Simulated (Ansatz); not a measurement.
GeNH₄ClF₂: several calculations on one system

### Relaxation

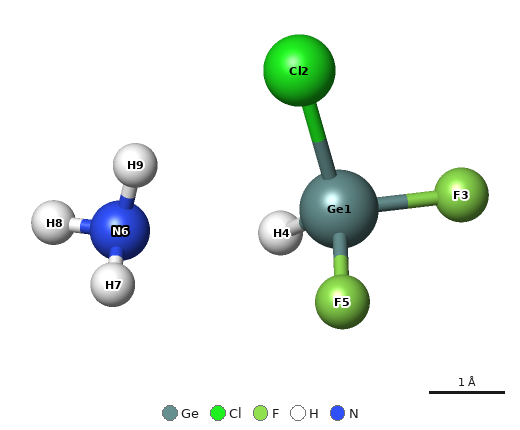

GeNH4ClF2, before the relaxation. A ball-and-stick model, seen at a tilt.

The run prepares an end point of a later path (reaction) calculation, from a guessed geometry.

Computed with Ansatz 0.2.0, RHF/def2-SVP.

Input file:
```yaml
crystal:
  periodic: [false, false, false]
  atoms:
    - { symbol: Ge, position_ang: [0.351228, 0.063712, -0.053778] }
    - { symbol: Cl, position_ang: [0.493794, -0.179699, 2.117557] }
    - { symbol: F, position_ang: [1.962537, -0.037912, -0.606138] }
    - { symbol: H, position_ang: [-0.244891, 1.353925, -0.532329] }
    - { symbol: F, position_ang: [-0.363471, -1.337267, -0.696712] }
    - { symbol: "N", position_ang: [-2.545206, 0.091878, 1.058576] }
    - { symbol: H, position_ang: [-3.072549, -0.699365, 0.730627] }
    - { symbol: H, position_ang: [-3.19703, 0.824903, 1.279738] }
    - { symbol: H, position_ang: [-2.078611, -0.186275, 1.93096] }
basis:
  gaussian: { orbitals: def2-SVP }
hamiltonian:
  xc: hf
relax:
  f_tol: 0.03
  max_steps: 50
```

Run as
```bash
ansatz run input.yaml --threads 2 --pin off --max-ram 3072MiB --backend cpu --events-out ev --progress --plain --runs-dir out
```

**Predict the outcome.**

After 9 geometry steps the energy has fallen by 3.77 kcal/mol. Largest force component: 0.98 eV/Å at the start, 0.025 eV/Å at the end. The atom that moves furthest after the best rigid fit is H8 (0.44 Å). Largest moves by element: H 0.44 Å, F 0.29 Å, Ge 0.26 Å, N 0.25 Å, Cl 0.20 Å. Some distances before and after: Ge1–N6 3.103 → 2.621 Å, Ge1–Cl2 2.190 → 2.139 Å, N6–H9 1.028 → 1.007 Å, Ge1–F3 1.706 → 1.721 Å. Bond angles that change, for instance: F3–Ge1–H4 108.9° → 103.5°, F3–Ge1–F5 103.0° → 98.9°, Cl2–Ge1–F5 108.1° → 111.8°. The run took 14 s on 2 threads of INTEL(R) XEON(R) PLATINUM 8581C CPU @ 2.30GHz (Emerald Rapids) (shared host), peak memory 0.28 GiB.

Step by step:

| step | E − E(0), kcal/mol | largest force component, eV/Å |
| --- | --- | --- |
| 0 | 0.00 | 0.9825 |
| 1 | -1.82 | 1.0091 |
| 2 | -1.98 | 1.6688 |
| 3 | -2.70 | 1.0488 |
| 4 | -3.23 | 0.2937 |
| 5 | -3.58 | 0.1457 |
| 6 | -3.66 | 0.1076 |
| 7 | -3.70 | 0.0956 |
| 8 | -3.75 | 0.1250 |
| 9 | -3.77 | 0.0247 |

Final geometry:

```xyz
9

Ge    0.1405    0.0707    0.0968
Cl    0.6864   -0.1370    2.1544
F     1.6774   -0.0204   -0.6718
H    -0.4156    1.3813   -0.3847
F    -0.5502   -1.3641   -0.5249
N    -2.3017    0.0345    1.0473
H    -2.7761   -0.6575    0.4905
H    -2.8488    0.8794    1.0216
H    -2.3062   -0.2931    1.9994
```

After the run, drawn alike:

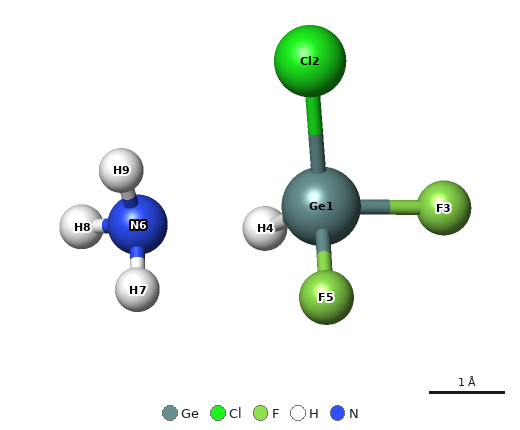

Limits of the set-up: the start holds two separate molecules, 2.6 Å apart at their closest, whose relative position is a soft coordinate and is computed without a dispersion correction; Hartree-Fock leaves out electron correlation.

### Relaxation

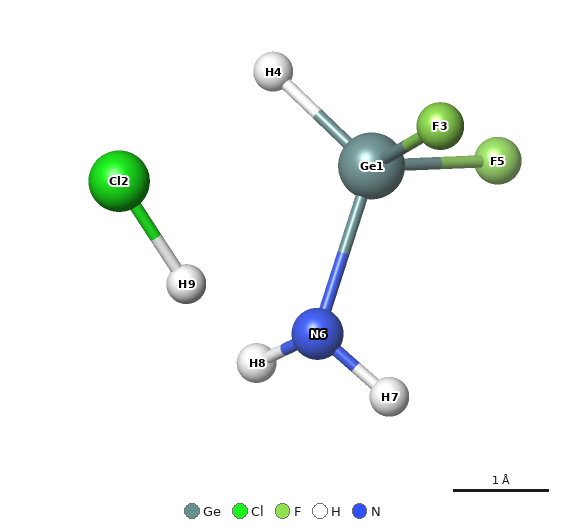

Starting structure of GeNH4ClF2. The picture is a ball-and-stick view, seen from a free direction.

The run prepares an end point of a later path (reaction) calculation, from a guessed geometry.

These are results of RHF/def2-SVP in Ansatz, not measurements.

The input:
```yaml
crystal:
  periodic: [false, false, false]
  atoms:
    - { symbol: Ge, position_ang: [-0.54127, 0.011936, -0.318267] }
    - { symbol: Cl, position_ang: [0.161807, 0.994839, 2.889465] }
    - { symbol: F, position_ang: [0.661664, -1.105781, 0.139832] }
    - { symbol: H, position_ang: [-0.04082, 1.428664, -0.35551] }
    - { symbol: F, position_ang: [-0.916421, -0.486416, -1.916178] }
    - { symbol: "N", position_ang: [-2.014687, -0.313884, 0.775658] }
    - { symbol: H, position_ang: [-2.461815, -1.199271, 0.59853] }
    - { symbol: H, position_ang: [-2.712209, 0.411044, 0.773862] }
    - { symbol: H, position_ang: [-0.83045, 0.15277, 2.641107] }
basis:
  gaussian: { orbitals: def2-SVP }
hamiltonian:
  xc: hf
relax:
  f_tol: 0.03
  max_steps: 50
output:
  orbitals: {}
```

Launched with:
```bash
ansatz run input.yaml --threads 2 --pin off --max-ram 3072MiB --backend cpu --events-out ev --progress --plain --runs-dir out
```

### Where does the relaxation end?

Over 11 accepted moves (15 points after the start) the energy falls by 14.4 kJ/mol. The largest force component goes from 1.1 to 0.0045 eV/Å. The line search rejected the trial steps at points 3, 10, 11, 14 of the run. The forces were under the threshold at step 12, but the run went on from there. The atom that moves furthest after the best rigid fit is Cl2 (0.81 Å). By element the largest moves are Cl 0.81 Å, H 0.46 Å, F 0.46 Å, N 0.22 Å, Ge 0.21 Å. Near-neighbour distances that change, for instance: Ge1–Cl2 3.428 → 4.253 Å, Ge1–N6 1.864 → 1.802 Å, Cl2–H9 1.325 → 1.281 Å, Ge1–H4 1.503 → 1.508 Å. Among the angles between lasting bonds that change: F5–Ge1–N6 108.8° → 111.4°. Groups turn about Ge1–N6 by about 25°. The run took 22 s on 2 threads of INTEL(R) XEON(R) PLATINUM 8581C CPU @ 2.30GHz (Emerald Rapids), on a shared host, peak memory 0.27 GiB.

The structure at the end:

```xyz
9

Ge   -0.5462   -0.0507   -0.5194
Cl   -0.2561    1.0110    3.5890
F     0.5780   -1.3078   -0.2644
H     0.1243    1.3000   -0.5521
F    -1.1816   -0.3770   -2.0768
N    -1.8001   -0.2552    0.7591
H    -2.1182   -1.1979    0.9065
H    -2.5905    0.3647    0.7229
H    -0.9037    0.4070    2.6638
```

After the run, drawn alike:

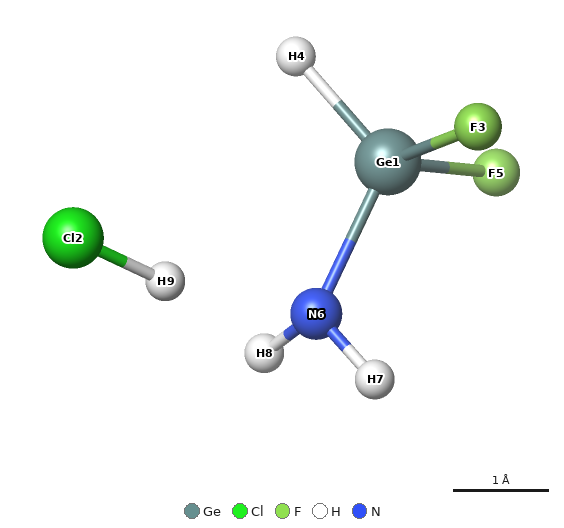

Limits of the set-up: the start holds two separate molecules, 2.3 Å apart at their closest, whose relative position is a soft coordinate and is computed without a dispersion correction; Hartree-Fock leaves out electron correlation.

### Path

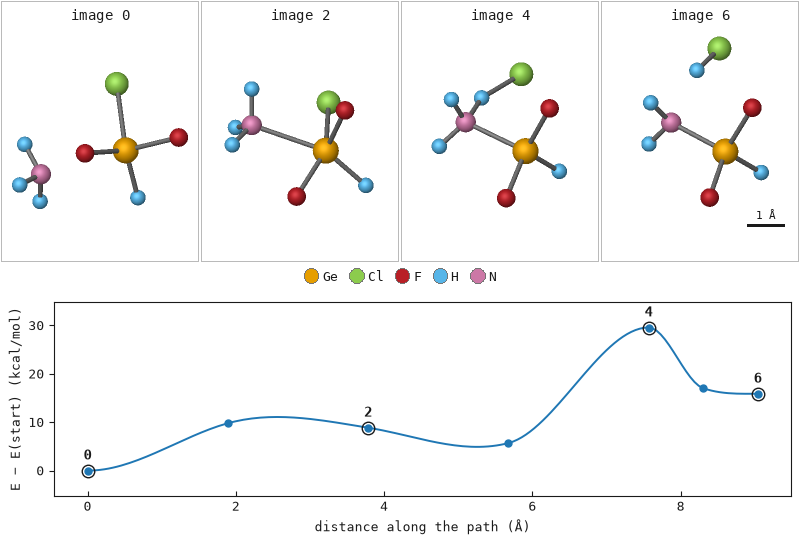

A search for the minimum-energy path of GeNH4ClF2, made up at the start of GeHClF2 and NH3 by the nudged elastic band. Images are numbered from 0 (start) to 6 (end). Style: ball-and-stick. Shown at a tilt.

Computed with RHF/def2-SVP in Ansatz 0.2.0. Run with 5 movable images; climbing image; force threshold 0.05 eV/Å; iteration limit 60; starting path through a guess of the saddle point.

### Read off the barrier and say what moves.

The highest point, image 4, lies 29.6 kcal/mol above the start and 13.7 kcal/mol above the end; the end is at +15.9 kcal/mol relative to the start. The profile has 2 maxima (images 1, 4) with a dip at image 3 (+5.7 kcal/mol), so the process runs in steps. The path has more than one stage, and so few images may leave a stage unresolved. Breaking: Cl–Ge (2.14 → 4.25 Å), H–N (1.01 → 2.21 Å). Forming: Cl–H (3.00 → 1.28 Å), Ge–N (2.62 → 1.80 Å). The band converged in 47 iterations. The largest component of the band force went from 9.3 to 0.049 eV/Å. The climbing image converged on the top of the path. Its vibrational analysis gives one imaginary mode (952i cm⁻¹), as a transition state must have.

Limits of the set-up: the start holds two separate molecules, 2.5 Å apart at their closest, whose relative position is a soft coordinate and is computed without a dispersion correction; Hartree-Fock leaves out electron correlation.

Cost: 4.9 min on 2 threads of INTEL(R) XEON(R) PLATINUM 8581C CPU @ 2.30GHz (Emerald Rapids), with other jobs on the host, peak memory 0.29 GiB.
